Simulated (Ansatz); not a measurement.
# FH2NO2W (SMILES [NH2][W](=[O])(=[O])[F]): what the fields show

Input file:

```
crystal:
  periodic: [false, false, false]
  atoms:
    - {symbol: F, position_ang: [1.349719, -0.135057, -1.749223]}
    - {symbol: "N", position_ang: [-0.038522, 0.699989, 0.958628]}
    - {symbol: O, position_ang: [-1.217811, 1.290248, -1.649848]}
    - {symbol: O, position_ang: [-1.145213, -1.359522, -0.795525]}
    - {symbol: W, position_ang: [-0.281743, 0.106752, -0.860612]}
    - {symbol: H, position_ang: [-0.054267, 0.078347, 1.763555]}
    - {symbol: H, position_ang: [-0.097868, 1.672880, 1.249412]}
basis:
  gaussian:
    orbitals: def2-TZVPD
hamiltonian:
  xc: pbe0
output: {forces: true, orbitals: {seedname: orbitals}}
```

Command:

```sh
ansatz run input.yaml --threads 2 --pin off --max-ram 5220MiB --events-out events.jsonl --progress --plain --runs-dir runs
```

Geometry: PBE0-D4/def2-SVP; core potentials replace the inner electrons of W.

Level of theory: isolated molecule in a Gaussian basis; Kohn-Sham density functional theory, functional PBE0 (Ansatz 0.2.0).

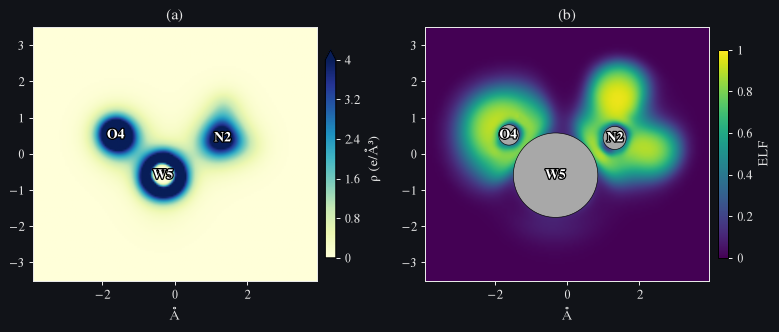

Figure 1. (a) electron density; (b) ELF on the plane of atoms N2, W5 and O4. Grey discs cover the atomic cores in the ELF map.

**What do the fields say about this system?**

- The section cuts through N, O and W sites.
- W–O (1.70 Å): the density is about 1.9 e/Å³ at the midpoint; the ELF peaks at about 0.80 in the valence shell of O, 0.5 Å from its nucleus, and drops to about 0.35 between the two atoms.
- W–N (1.93 Å): the density is about 1.1 e/Å³ at the midpoint; the ELF peaks at about 0.85 in the valence shell of N, 0.6 Å from its nucleus, and is about 0.35 at the midpoint.

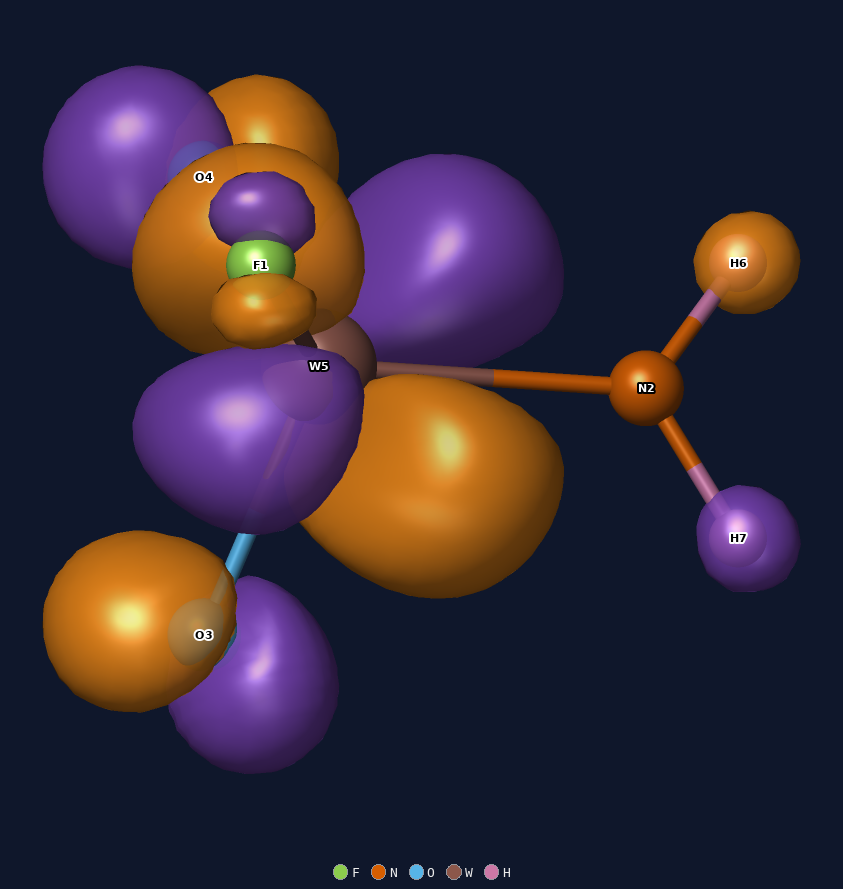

Figure 2. One frontier orbital at ±0.15 Å⁻³ᐟ² (orange and purple are the two phases), seen at a tilt.

**Which orbital is it: HOMO or LUMO?**

The LUMO, at −1.79 eV. It lies mainly on W5 (about 55 %), O3 (about 15 %) and O4 (about 15 %).

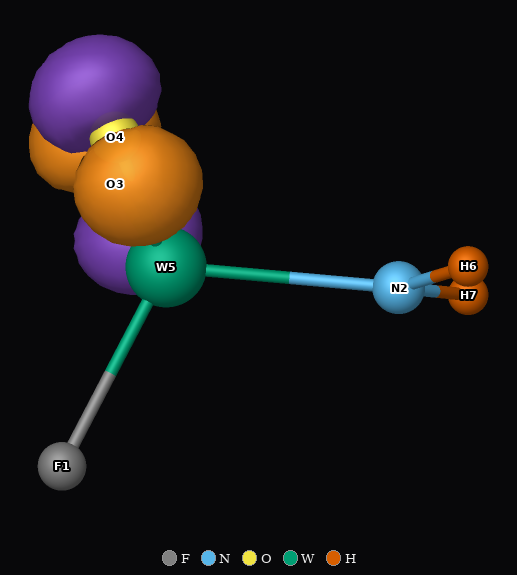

Figure 3. The HOMO−1 at ±0.3 Å⁻³ᐟ² (orange and purple are the two phases), seen from one side.

**What is the character of this orbital?**

By Hirshfeld shares it lies mainly on O3 (about 45 %) and O4 (about 45 %); largely a combination of lone pairs on O3 and O4. Its energy is −9.17 eV.
